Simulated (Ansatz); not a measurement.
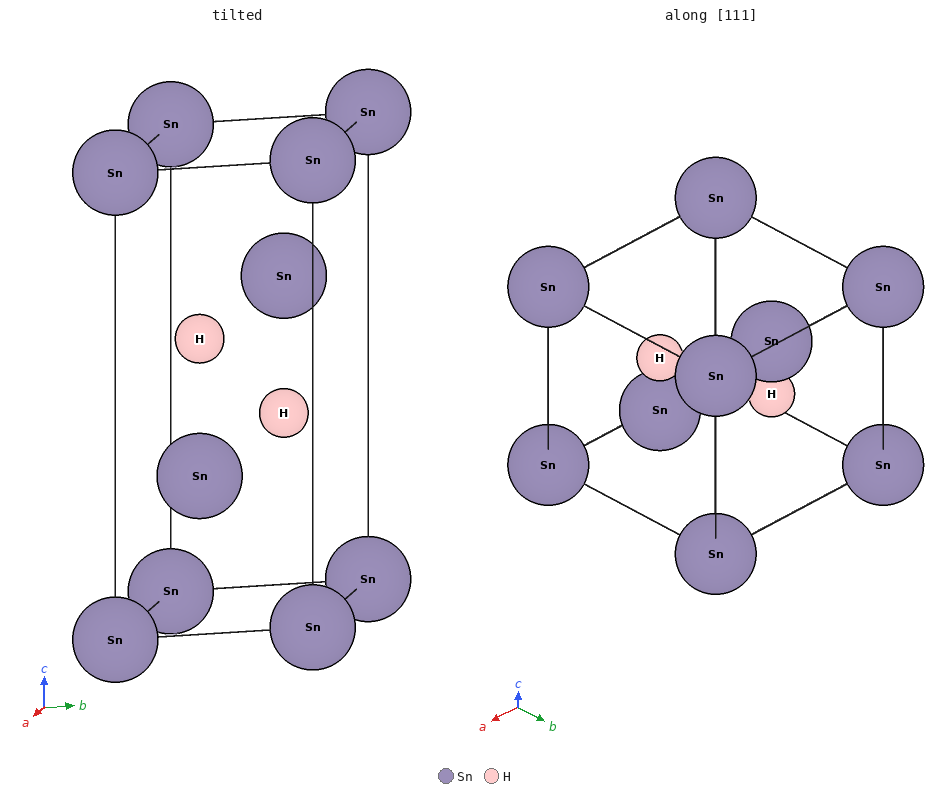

The image is a spheres-only drawing of a crystal, viewed slightly off an axis and along [111]. The edges of the conventional unit cell are marked. Cell: a = 3.605 Å, b = 3.605 Å, c = 8.532 Å, α = 90.00°, β = 90.00°, γ = 120.00°.

Chemical formula Sn3H2. The atoms follow space group P-3m1 (No. 164); the Bravais lattice is primitive hexagonal. It has 5 atoms to the cell (3 Sn, 2 H). H is linked to three Sn in a trigonal pyramidal arrangement at about 2.2 Å. Sn takes two kinds of site: 1a with no bonds drawn; 2d with three H in a trigonal pyramidal arrangement at about 2.2 Å.

The initial geometry was a textbook structure type filled with these elements (whether it is the usual form wasn't checked). The picture shows the end point of a geometry optimisation with Ansatz 0.2.0, DFT PBE, scalar-relativistic, plane waves, PAW.
